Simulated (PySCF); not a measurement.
# SnCl+: from the state search to spectroscopic constants

What are the lowest state that PBE0 finds, the bond length, vibrational wavenumber and bond energy of SnCl+, and how much do these hang on the method?

The runs use PySCF 2.14.0; Sn cc-pVDZ-PP with ECP28, Cl cc-pV(D+d)Z, scalar-relativistic core potentials.

## Step 1: The job

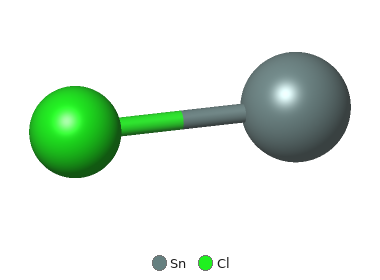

The two atoms at the starting distance (tin teal, chlorine green).

A driver script around PySCF takes these settings:

| Item | Value |
| --- | --- |
| atoms | Sn, Cl |
| charge | 1 |
| basis | Sn cc-pVDZ-PP with ECP28, Cl cc-pV(D+d)Z |
| Hamiltonian | scalar-relativistic core potentials |
| basis functions | 46 |
| electrons treated | 38 |
| masses in u | 119.9022, 34.9689 |
| levels | PBE0, PBE, r²SCAN, M06, M06-2X, r²SCAN0, HSE06, HF, MP2, SCS-MP2, CCSD, CCSD(T) |
| grid | 80 radial by 434 angular points |
| occupations | held fixed by the projection of orbital angular momentum |
| dissociation limit | Sn+ + Cl, each in its ground configuration |
| starting distance in angstrom | 2.420 |
| values of 2S to try | 0, 2 |

Started as:

```
OMP_NUM_THREADS=1 python dia.py task.json out
```

The runs that follow: First curve: PBE0; Other states along the same grid; PBE (GGA); r²SCAN (meta-GGA); M06 (hybrid meta-GGA); M06-2X (hybrid meta-GGA); r²SCAN0; HSE06; RHF; MP2 and coupled cluster.

**Question.** What will these runs give? Wanted: for each run, Re; ωe; De; μ.

As calculated:

Lowest PBE0 solution found, without spin–orbit coupling: ¹Σ⁺ (singlet), closed shell. State 2 has its PBE0 minimum 3.80 eV higher. The other levels ran on the lowest alone.

```csv
level,Re (Å),ωe (cm⁻¹),De (eV),μ (D)
RHF,2.286,429,2.55,-3.46
RHF-MP2,2.287,430,3.79,n/a
RHF-SCS-MP2,2.291,426,3.65,n/a
RHF-CCSD,2.292,425,3.52,n/a
RHF-CCSD(T),2.298,418,3.65,n/a
PBE,2.313,401,4.32,-2.67
r²SCAN,2.294,416,4.18,-2.76
PBE0,2.290,420,4.04,-2.92
r²SCAN0,2.280,428,3.94,-2.94
M06,2.296,420,4.47,-3.08
HSE06,2.291,419,4.07,-2.89
M06-2X,2.297,419,3.78,-3.26
```

De is counted to Sn+ + Cl in their ground configurations. A positive dipole points from Sn to Cl; in an ion it is taken about the centre of mass and does not tell which atom is negative.

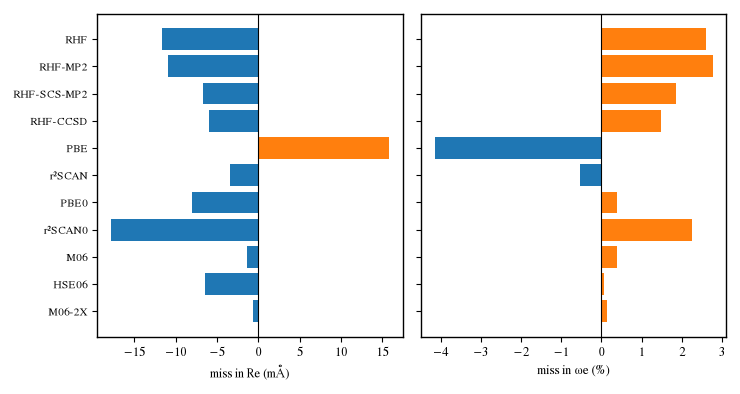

How far each level lies from CCSD(T) in the same basis.

Against CCSD(T) in the same basis, the bond length is nearest at M06 and M06-2X (-1 mÅ) and farthest at r²SCAN0 (-18 mÅ); the wavenumber is nearest at HSE06 and M06-2X (+0.1 %) and farthest at PBE (-4.1 %). Hartree–Fock makes the bond too short and too stiff against this reference, as it mostly does. PBE gives a bond that is too long and too soft, as GGAs tend to. CCSD(T) in a basis this small is itself some way from its limit, more so than the functionals. Of the levels with a De here, RHF gives the least (2.55 eV) and M06 the most (4.47 eV).

Correlated steps freeze 9 core orbitals. These are scalar-relativistic numbers at best; spin–orbit coupling would shift them, the dissociation energy most.
